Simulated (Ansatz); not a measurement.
# AlClFH$_{3}$: what the fields show

```xyz
6

Al    0.0087   -0.0650    0.0769
Cl    0.0056    0.2588    2.2602
H     1.4072    0.1493   -0.6113
H    -1.4023    0.0711   -0.6050
F     0.0582   -1.9996    0.6820
H     0.0679   -1.7109    1.6079
```

All numbers below come from Ansatz, RKS B3LYP-D4/def2-SVP.

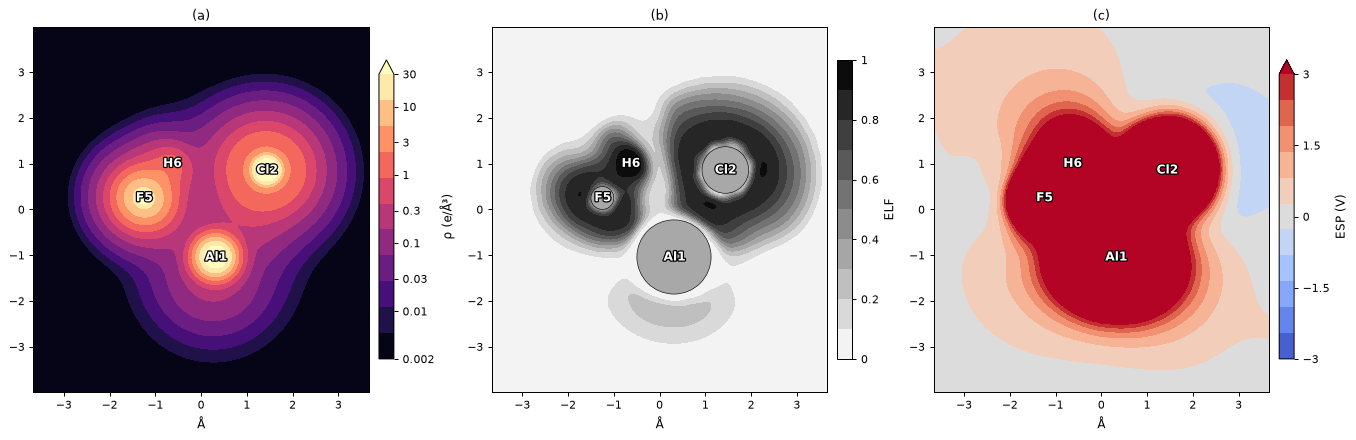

Figure 1. (a) electron density; (b) electron localisation function; (c) electrostatic potential on the plane of atoms Al1, F5 and H6. Grey discs cover the atomic cores in the ELF map.

**What does the map show?**

The section cuts through Al, Cl, F and H sites.
Al–F (2.03 Å): the density is about 0.32 e/Å³ at the midpoint; the ELF peaks at about 0.90 in the valence shell of F, 0.5 Å from its nucleus, and is about 0.30 at the midpoint.
Al–Cl (2.21 Å): ρ is about 0.58 e/Å³ halfway; the ELF peaks at about 0.90 in the valence shell of Cl, 0.9 Å from its nucleus, and is about 0.80 at the midpoint.
F–H (0.97 Å): ρ at the midpoint is about 4.3 e/Å³; the ELF climbs to about 0.95 towards the hydrogen, as it does in any bond to H; an ordinary covalent bond to hydrogen.
The ELF also peaks beside F5 and Cl2, away from the bonds: lone-pair regions.
Outside the dense part of the molecule the potential is most negative (−0.5 V) near Cl2.

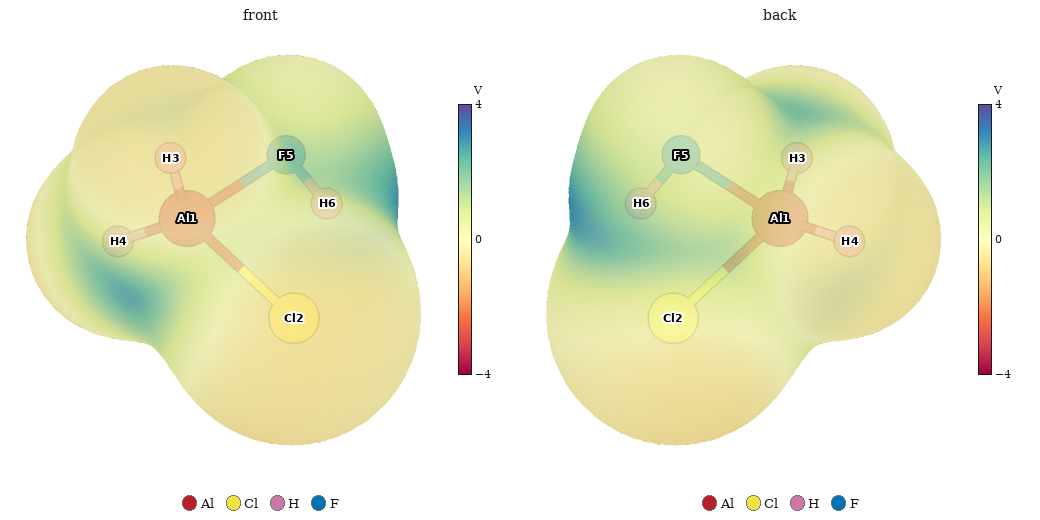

Figure 2. The electrostatic potential painted on the density surface at 0.002 e/bohr³, seen from the front and from behind; red is negative and blue positive.

**Which sites attract a positive test charge, and which a negative one?**

A positive charge is drawn to the negative regions and a negative charge to the positive ones. The most negative region (about −0.6 V) lies over Cl2, the most positive (about +3.0 V) over H6.

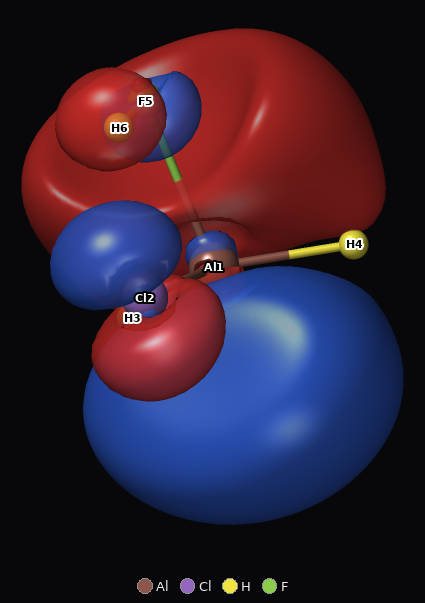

Figure 3. The LUMO at ±0.08 Å⁻³ᐟ² (blue and red are the two phases), seen at an oblique angle.

**What is the character of this orbital?**

By Hirshfeld shares it lies mainly on Al1 (about 70 %), Cl2 (about 10 %), F5 (about 10 %), H3 (about 5 %) and H4 (about 5 %). Its energy is −0.45 eV.
